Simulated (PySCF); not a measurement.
## Electronic structure of CH₆AlBO in real space

| atom | x (Å) | y (Å) | z (Å) |
| --- | --- | --- | --- |
| B | -2.3984 | -0.1194 | -0.2674 |
| O | -1.1768 | 0.1346 | 0.1935 |
| Al | 0.3429 | 0.4590 | 0.8057 |
| C | 1.9623 | 0.4436 | -0.3446 |
| H | -2.7917 | -1.2310 | -0.2980 |
| H | -3.0748 | 0.7684 | -0.6485 |
| H | 0.2721 | 0.7502 | 2.3074 |
| H | 2.8743 | 0.6728 | 0.2109 |
| H | 1.8878 | 1.1729 | -1.1593 |
| H | 2.1112 | -0.5313 | -0.8222 |

Geometry: GFN2-xTB.

The calculation used PBE0/pcSseg-1, SCF density, gas phase, non-relativistic in PySCF.

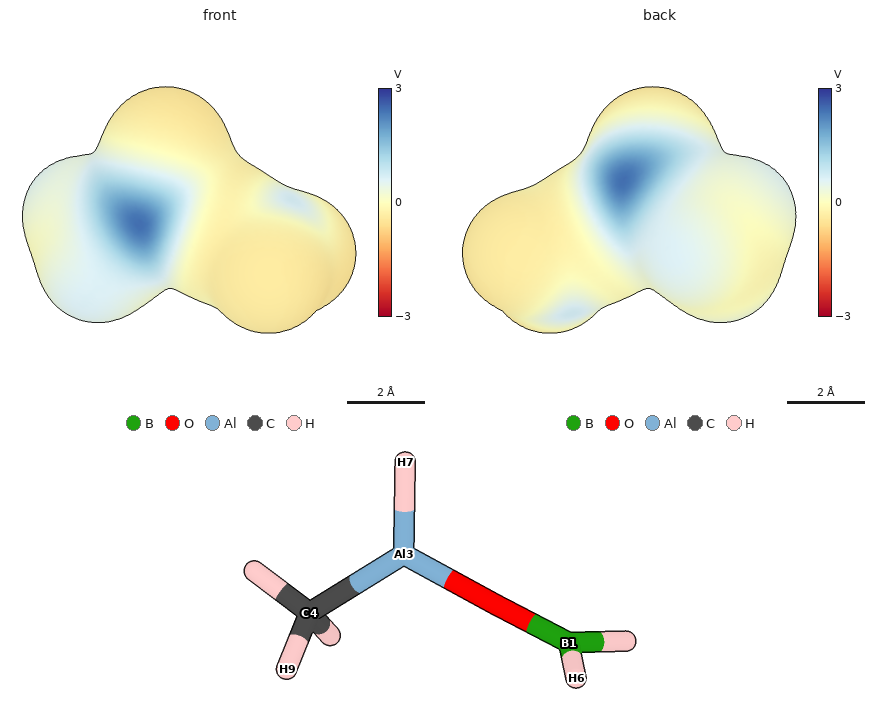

Figure 1. The electrostatic potential painted on the density surface at 0.001 e/bohr³, seen from the front and from behind; the colour scale runs from red (negative) to blue (positive). The bare structure is drawn below in the same view.

Q: Describe the electrostatic potential map.

A: The most negative region (about −0.5 V, or −12 kcal/mol for a unit charge) lies over H5, H6 and H7, the most positive (about +2.4 V, or +55 kcal/mol for a unit charge) over Al3.

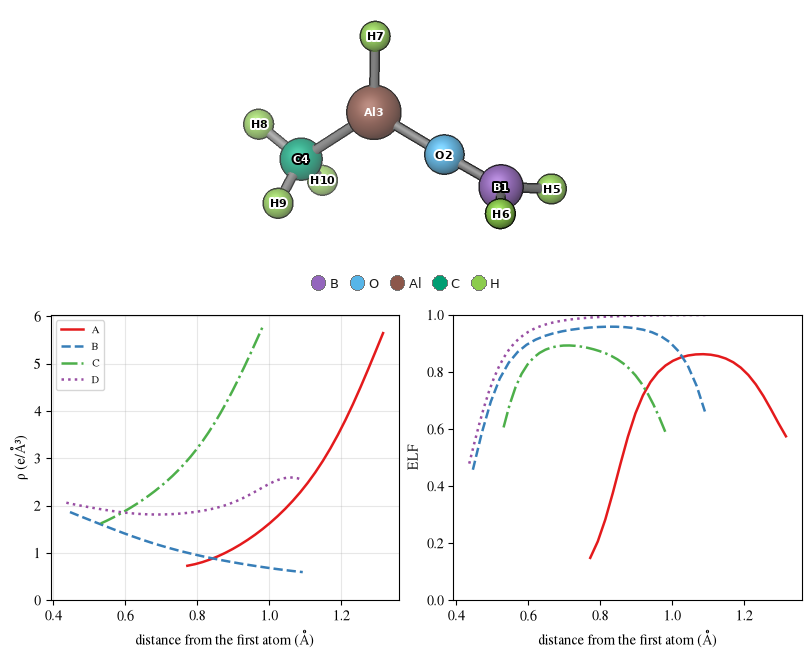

Figure 2. Total electron density and ELF along straight lines between neighbouring atoms. The curves leave out the atomic cores. The structure is drawn too.

Q: Which curve belongs to which contact (Al–O, B–O, C–Al and C–H)? The first atom named is at distance zero.

A: Curve A: Al–O (1.67 Å): ρ is about 0.86 e/Å³ halfway; the ELF peaks at about 0.85 in the valence shell of O, 0.6 Å from its nucleus, and is about 0.40 at the midpoint. Curve B: C–Al (1.99 Å): ρ at the midpoint is about 0.69 e/Å³; the ELF peaks at about 0.95 between the atoms, as expected for a polar covalent bond. Curve C: B–O (1.33 Å): ρ at the midpoint is about 2.2 e/Å³; the ELF peaks at about 0.90 between the atoms; a polar covalent bond. Curve D: C–H (1.09 Å): ρ is about 1.9 e/Å³ halfway; the ELF climbs to about 1 towards the hydrogen, as it does in any bond to H (an ordinary covalent bond to hydrogen).
